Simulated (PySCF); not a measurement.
**GeCl3: frequency calculation**

- system: GeCl3, multiplicity 2
- method: UKS-based PBE0, Ge def2-TZVP, Cl def2-TZVP; non-relativistic Hamiltonian; density fitting (PySCF 2.14.0)

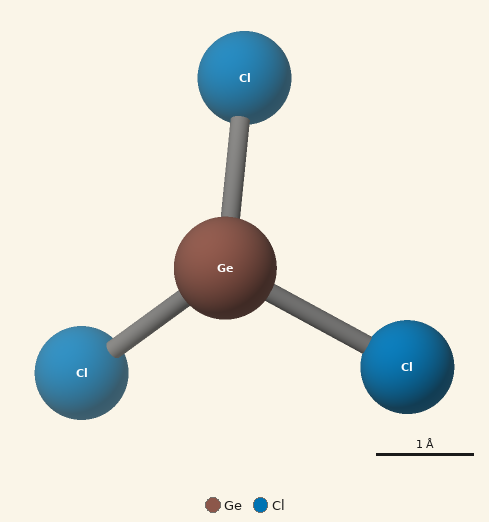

The input geometry (ball-and-stick view, seen at a tilt). Sticks mark near contacts. Bond lengths as drawn: Cl–Ge 2.15 Å.

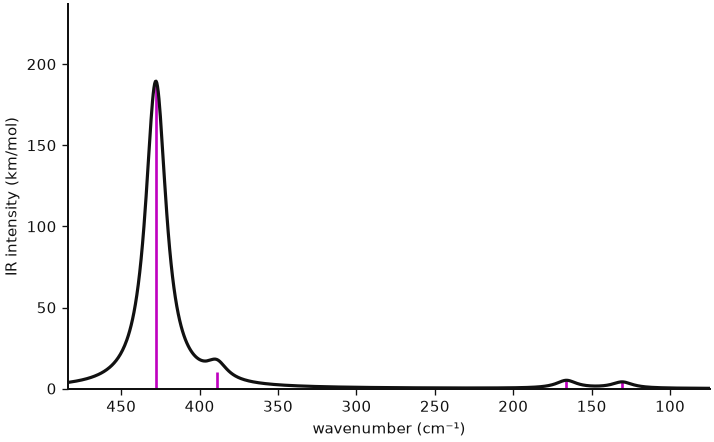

Harmonic infrared spectrum, unscaled: sticks (degenerate modes added up, dark ones marked on the axis) with a Lorentzian envelope of 16 cm⁻¹ full width, scaled to the tallest stick. 6 modes from 131 to 428 cm⁻¹, none imaginary. The strongest line is at 428 cm⁻¹ (190 km/mol). All modes, in cm⁻¹ (km/mol): 131 (1.9), 131 (1.9), 166 (4.8), 389 (10.3), 428 (95), 428 (95).

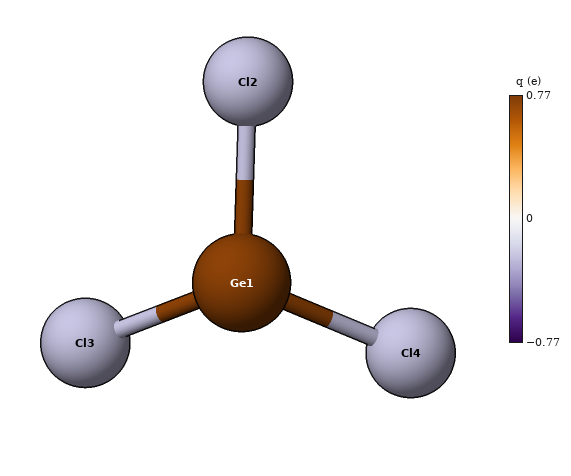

Mulliken charges, as the colour of each atom (ball-and-stick view, seen at a tilt; atoms are numbered from 1 in the order of the input; Mulliken charges depend strongly on the basis). By element: Ge +0.74 and Cl −0.25 e.

The input and output of the run follow.

The input
```python
from pyscf import gto, scf, dft
mol = gto.M(atom='''
Ge     0.000000     0.000000     0.435395
Cl     2.016609     0.000000    -0.307900
Cl    -1.008305     1.746435    -0.307900
Cl    -1.008305    -1.746435    -0.307900''',
    basis={'Ge': 'def2-TZVP', 'Cl': 'def2-TZVP'},
    charge=0, spin=1)
mf = dft.UKS(mol, xc='PBE0')
mf.grids.atom_grid = (75, 302)
aux = {'Ge': 'def2-universal-JKFIT', 'Cl': 'def2-universal-JKFIT'}
mf = mf.density_fit(auxbasis=aux)
mf.conv_tol = 1e-09
mf.diis_space = 10
mf.max_cycle = 60
mf.verbose = 4
mf.kernel()
```

The script is an equivalent of the set-up of the self-consistent field. The run itself was carried out by a driver, which started from the orbitals of the step before it where there was one and computed the further properties.

Command:
```bash
OMP_NUM_THREADS=4 python axn.py task.json out
```

What the program printed
```
init E= -3457.03512360643
  alpha nocc = 42  HOMO = -0.277367271381333  LUMO = -0.0254522294054524
  beta  nocc = 41  HOMO = -0.34626803379212  LUMO = -0.165884544408584
  HOMO = -0.277367271381  LUMO = -0.165884544409  gap/eV = 3.03360
cycle= 1 E= -3457.03512360634  delta_E= 9.87e-11  |g|= 1.97e-05  |ddm|= 2.4e-05
  alpha nocc = 42  HOMO = -0.277371165024199  LUMO = -0.0254567652386726
  beta  nocc = 41  HOMO = -0.34626817407663  LUMO = -0.165888860083076
  HOMO = -0.277371165024  LUMO = -0.165888860083  gap/eV = 3.03359
cycle= 2 E= -3457.03512360612  delta_E= 2.13e-10  |g|= 3.09e-05  |ddm|= 3.67e-05
  alpha nocc = 42  HOMO = -0.27736889841162  LUMO = -0.0254542820559465
  beta  nocc = 41  HOMO = -0.346268331798983  LUMO = -0.165886372124891
  HOMO = -0.277368898412  LUMO = -0.165886372125  gap/eV = 3.03359
cycle= 3 E= -3457.03512360651  delta_E= -3.84e-10  |g|= 9.88e-07  |ddm|= 2.22e-05
  alpha nocc = 42  HOMO = -0.277368836434292  LUMO = -0.0254541502245509
  beta  nocc = 41  HOMO = -0.346268223463476  LUMO = -0.165886314860344
  HOMO = -0.277368836434  LUMO = -0.16588631486  gap/eV = 3.03359
cycle= 4 E= -3457.03512360651  delta_E= -7.73e-12  |g|= 9.16e-08  |ddm|= 6.6e-07
  alpha nocc = 42  HOMO = -0.277368827717947  LUMO = -0.0254541516393019
  beta  nocc = 41  HOMO = -0.346268217898323  LUMO = -0.165886314650724
  HOMO = -0.277368827718  LUMO = -0.165886314651  gap/eV = 3.03359
Extra cycle  E= -3457.03512360651  delta_E= 4.55e-12  |g|= 5.48e-08  |ddm|= 2.29e-07
converged SCF energy = -3457.03512360651  <S^2> = 0.75352313  2S+1 = 2.00352
```

Key numbers

```json
{"quantity": "outcome", "value": "converged"}
{"quantity": "total energy", "value": "−3457.035124 hartree"}
{"quantity": "⟨S²⟩", "value": "0.754"}
{"quantity": "zero-point energy", "value": "0.003809 hartree"}
{"quantity": "dipole moment", "value": "1.14 D"}
{"quantity": "wavenumbers, lowest and highest", "value": "131 and 428 cm⁻¹"}
{"quantity": "hardware", "value": "4 threads of Arm Neoverse V2, 24 GiB of memory available, shared host"}
{"quantity": "wall time", "value": "74 s (CPU time 4 min)"}
{"quantity": "peak memory", "value": "1.6 GiB"}
```
